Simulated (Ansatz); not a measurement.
ClI3Zr

The calculation's input:

```
crystal:
  periodic: [false, false, false]
  atoms:
    - {symbol: Cl, position_ang: [-0.528831, -0.477328, 2.276215]}
    - {symbol: I, position_ang: [2.251534, -1.306652, -0.603132]}
    - {symbol: I, position_ang: [-2.000763, -0.867715, -1.517167]}
    - {symbol: I, position_ang: [0.335449, 2.607617, -0.262603]}
    - {symbol: Zr, position_ang: [-0.007390, -0.029623, 0.065187]}
basis:
  gaussian:
    orbitals: def2-SVPD
hamiltonian:
  xc: {name: PBE0}
output:
  forces: true
  orbitals: {seedname: orbitals}
```

Launched as:

```sh
ansatz run input.yaml --threads 2 --pin off --max-ram 6090MiB --events-out events.jsonl --progress --plain --runs-dir runs
```

Geometry: PBE0-D4/def2-SVP; core potentials replace the inner electrons of I and Zr.

The calculation used isolated molecule in a Gaussian basis; Kohn-Sham density functional theory, functional PBE0 in Ansatz 0.2.0.

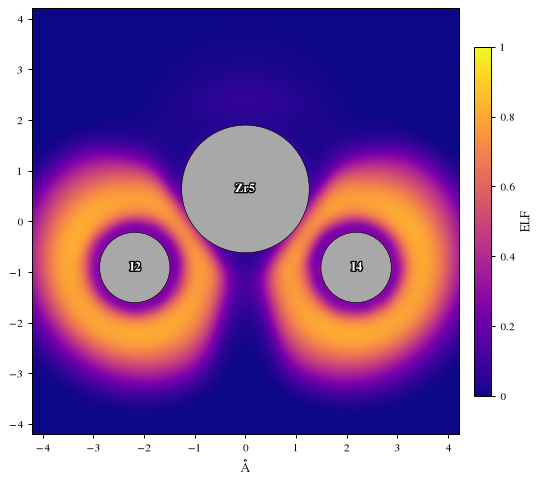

Figure 1. Electron localisation function on the plane of atoms I2, Zr5 and I4. Grey discs cover the atomic cores.

Question: Read the bonding off the picture.

Answer: The plane passes through I and Zr nuclei.
Zr–I (2.68 Å): the ELF peaks at about 0.70 in the valence shell of I, 1.2 Å from its nucleus, and is about 0.55 at the midpoint.

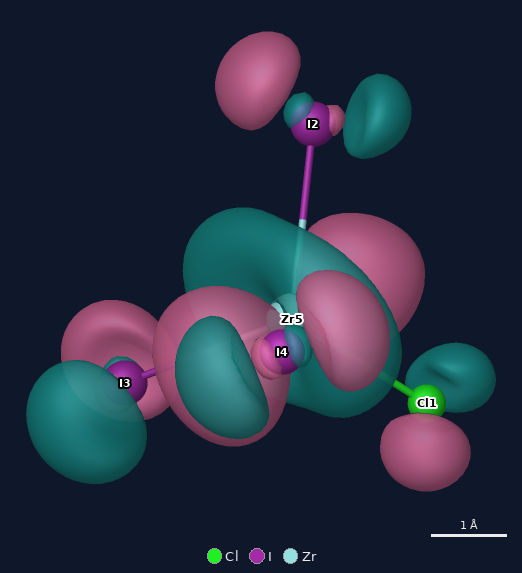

Figure 2. The LUMO at ±0.08 Å⁻³ᐟ² (teal and pink are the two phases), seen at an oblique angle.

Question: Where does this orbital lie, and at what energy?

Answer: It lies mainly on Zr5 (about 65 %), I2 (about 10 %), I4 (about 10 %) and I3 (about 10 %). It is one of a degenerate set, so its orientation is arbitrary. Its energy is −3.04 eV.

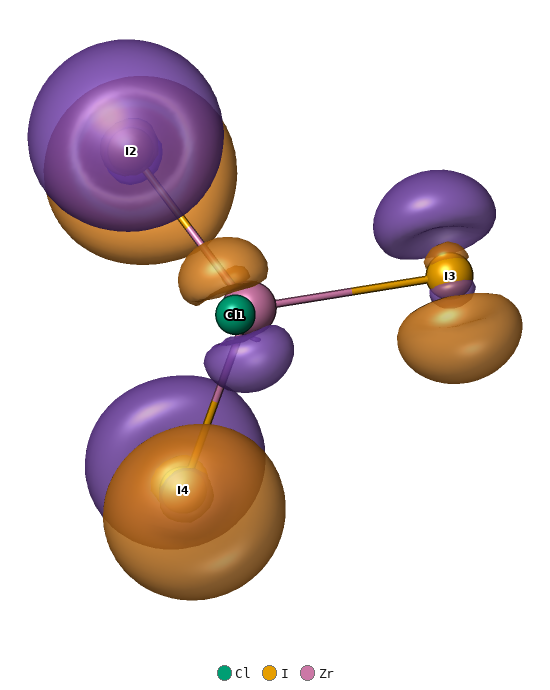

Figure 3. The HOMO−1 at ±0.1 Å⁻³ᐟ² (orange and purple are the two phases), seen at a tilt.

Question: What is the character of this orbital?

Answer: Its weight (Hirshfeld) is mainly on I2 (about 45 %), I4 (about 35 %), I3 (about 10 %) and Zr5 (about 5 %); largely a combination of lone pairs on I2, I4 and I3. It is one of a degenerate set, so its orientation is arbitrary. Its energy is −8.19 eV.
